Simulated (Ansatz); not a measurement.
Input file:

```
crystal:
  periodic: [false, false, false]
  atoms:
    - { symbol: C, position_ang: [0.1636, 1.0293, 1.8521] }
    - { symbol: C, position_ang: [-0.1889, 0.2818, 0.8548] }
    - { symbol: C, position_ang: [-0.5186, -0.51, -0.1425] }
    - { symbol: C, position_ang: [0.2058, -0.4552, -1.4901] }
    - { symbol: Cl, position_ang: [0.8295, -2.0584, -1.9023] }
    - { symbol: H, position_ang: [0.992, 0.904, 2.4487] }
    - { symbol: H, position_ang: [-0.4851, 1.9275, 2.0838] }
    - { symbol: H, position_ang: [-1.2268, -1.2343, 0.0238] }
    - { symbol: H, position_ang: [-0.85657, 0.18232, -0.91358] }
    - { symbol: H, position_ang: [0.9336, 0.2795, -1.5278] }
basis:
  gaussian: { orbitals: def2-SVP }
hamiltonian:
  xc: lda
relax:
  f_tol: 0.02
  max_steps: 50
output:
  orbitals: {}
```

Run with:

```sh
ansatz run input.yaml --threads 2 --pin off --max-ram 3072MiB --backend cpu --events-out ev --progress --plain --runs-dir out
```

The fields are those of the relaxed geometry.

The calculation used RKS LDA/def2-SVP in Ansatz 0.2.0.

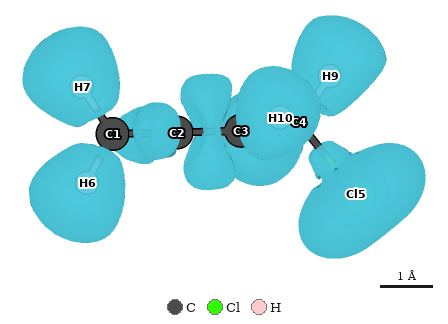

C4H5Cl. Isosurface of the electron localisation function at 0.75 (cyan), seen from one side. Core shells and regions of very low density are left out.

Question: Identify the bonds, lone pairs and shells in this picture.

Answer: The surface consists of three regions between bonded C–C atoms (shared pairs), five regions around hydrogen nuclei and one region on Cl in which the atom's valence shell and bonds are merged.

Values along the shortest contacts:
C–C (1.31 Å): the ELF peaks at about 0.90 between the atoms: a short, multiple covalent bond. C–Cl (1.79 Å): the ELF peaks at about 0.85 between the atoms (a shared electron pair).
